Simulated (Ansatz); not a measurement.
## Electronic structure of H$_{2}$Si···H$_{2}$O in real space

Input file:

```
crystal:
  periodic: [false, false, false]
  atoms:
    - { symbol: Si, position_ang: [0.0, 0.0, 0.0] }
    - { symbol: O, position_ang: [1.0382, 0.0, 1.5673] }
    - { symbol: H, position_ang: [0.1287, -0.2814, 1.9044] }
    - { symbol: H, position_ang: [1.629, 0.0, 0.3193] }
    - { symbol: H, position_ang: [-0.6877, 1.1914, -0.4862] }
    - { symbol: H, position_ang: [-0.6877, -1.1914, -0.4862] }
basis:
  gaussian: { orbitals: def2-SVP }
hamiltonian:
  xc: r2scanh
relax:
  f_tol: 0.15
  max_steps: 25
  restrain:
    - { distance: [1, 3], at: 1.01, k: 30.0 }
    - { distance: [0, 1], at: 2.88, k: 30.0 }
    - { distance: [0, 3], at: 2.66, k: 30.0 }
output:
  orbitals: {}
```

Command:

```sh
ansatz run input.yaml --threads 1 --pin off --max-ram 2048MiB --backend cpu --events-out ev --progress --plain --runs-dir out
```

The fields are those of the run's last geometry, not of the input's.

Not at a stationary point (largest force 1.2 eV/Å).

The calculation used Ansatz 0.2.0, RKS r2SCANh/def2-SVP.

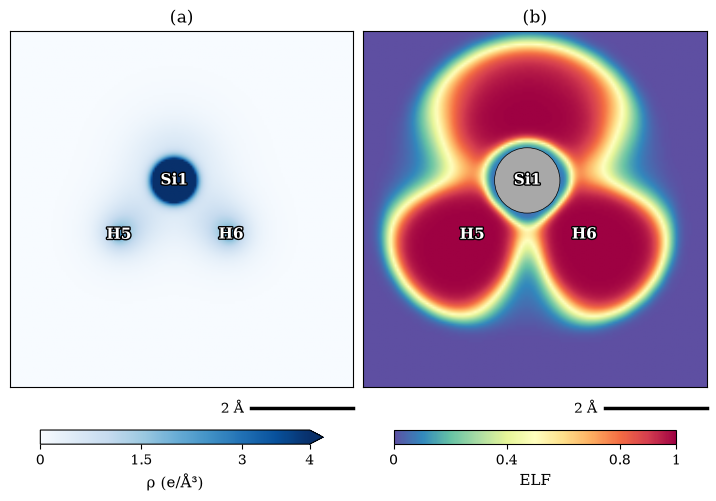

Figure 1. (a) electron density; (b) electron localisation function on the plane of atoms H5, Si1 and H6. Grey discs cover the atomic cores in the ELF map.

Interpret the plot.

Answer.
- The section cuts through Si and H sites.
- Si–H (1.52 Å): the density is about 0.73 e/Å³ at the midpoint; the ELF climbs to about 1 towards the hydrogen, as it does in any bond to H.
- The ELF also peaks beside Si1, away from the bonds: lone-pair regions.

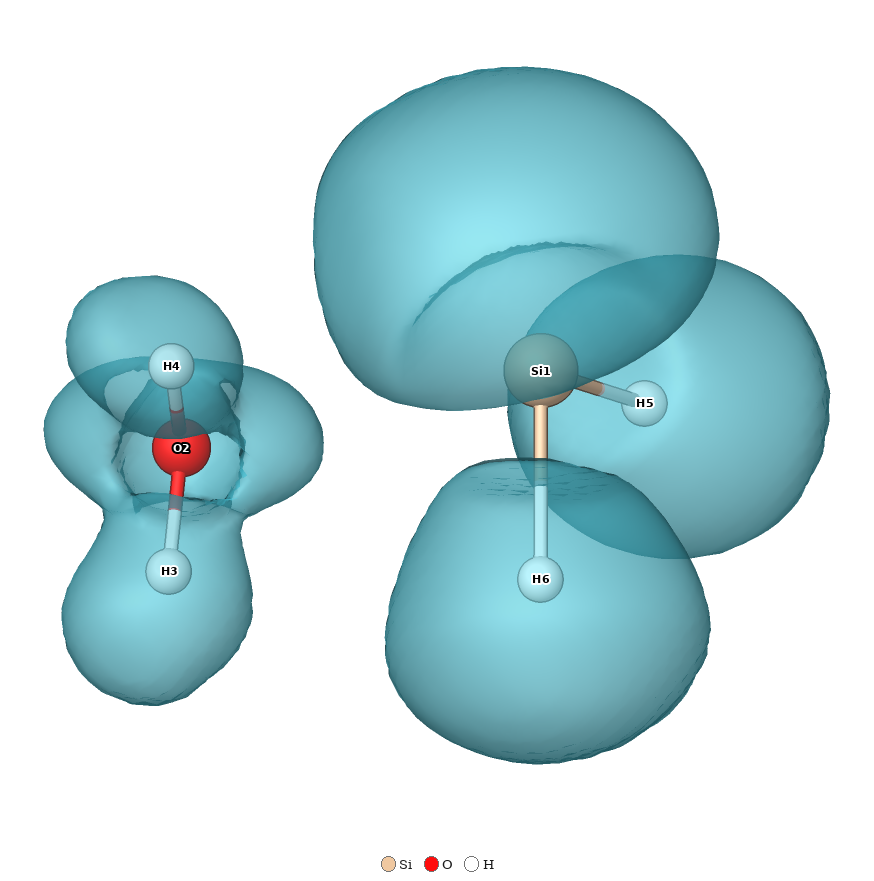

Figure 2. Isosurface of the electron localisation function at 0.8 (cyan), seen at a tilt. Only the valence region is drawn (cores and ρ < 0.01 e/Å³ removed).

Where are the electrons localised?

Answer. The surface consists of two regions around hydrogen nuclei, one lobe on Si, pointing away from the bonds (lone pairs) and one joined region spread over several atoms (H, O), in which their bonds and any lone pairs are merged. Profiles from the grid: Si1···O2 (2.85 Å): the ELF is about 0.10 at the midpoint. O–H (0.97 Å): the ELF climbs to about 1 towards the hydrogen (an ordinary covalent bond to hydrogen).

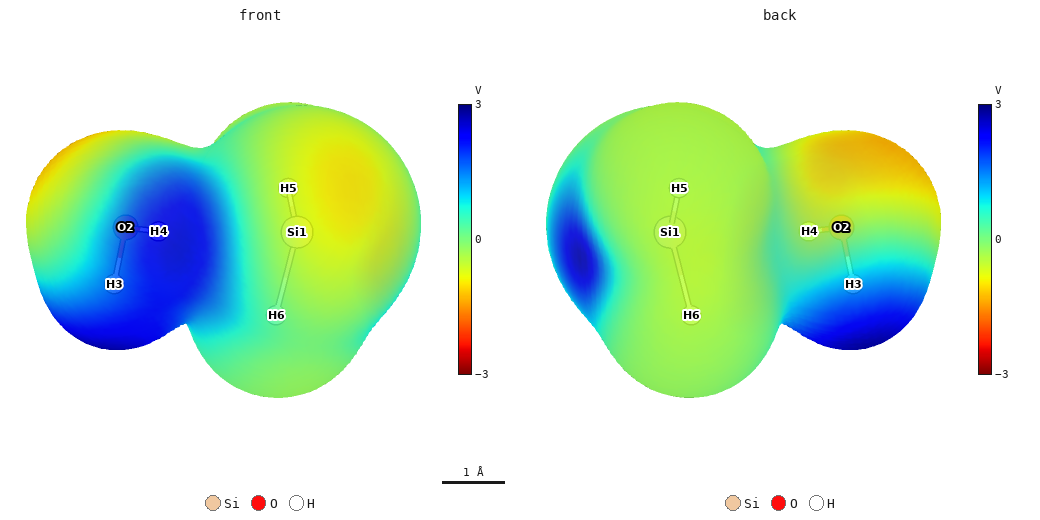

Figure 3. The electrostatic potential painted on the density surface at 0.002 e/bohr³, seen from the front and from behind; the colour scale runs from red (negative) to blue (positive).

Where is the surface potential most negative and most positive?

Answer. The most negative region (about −1.3 V) lies over O2, the most positive (about +2.7 V) over H3. O2 is the likeliest acceptor of a hydrogen bond.
